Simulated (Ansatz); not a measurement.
One stationary structure of CdS. Space group Fm-3m (No. 225), rock salt type. All values below come from r2SCAN (plane waves to 500 eV, PAW, scalar-relativistic; Ansatz, a quantum-chemistry and plane-wave program).

```cif
data_Cd4S4
_chemical_formula_sum 'Cd4 S4'
_space_group_name_H-M_alt 'Fm-3m'
_space_group_IT_number 225
_space_group_name_Hall '-F 4 2 3'
_cell_length_a 5.45525
_cell_length_b 5.45525
_cell_length_c 5.45525
_cell_angle_alpha 90.000
_cell_angle_beta 90.000
_cell_angle_gamma 90.000
loop_
_atom_site_label
_atom_site_type_symbol
_atom_site_symmetry_multiplicity
_atom_site_Wyckoff_symbol
_atom_site_fract_x
_atom_site_fract_y
_atom_site_fract_z
_atom_site_occupancy
Cd1 Cd 4 b 0.50000 0.50000 0.50000 1
S1 S 4 a 0.00000 0.00000 0.00000 1
```
(The calculation used a cell of 2 atoms; values per cell refer to that cell.)

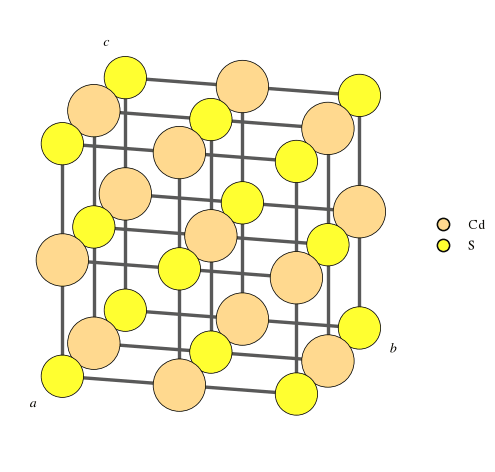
Figure. The conventional cell of the relaxed structure

```json
{
 "volume_per_atom": "20.29 Å³",
 "band_gap": "0.74 eV, indirect (valence top at k = (0, 0.2, -0.2), conduction bottom at X) (no spin-orbit coupling)",
 "smallest_direct_gap": "2.38 eV at Γ",
 "shortest_distances": "Cd–S 2.73 Å",
 "k-mesh": "10×10×10"
}
```

No spin polarisation in the result.

The run could not lose the symmetry of its start; a randomly shaken copy of 4 atoms returns to this structure.

The relaxed structure has the type that CdS is known to take under pressure; here it was relaxed at zero pressure, from a generated start.
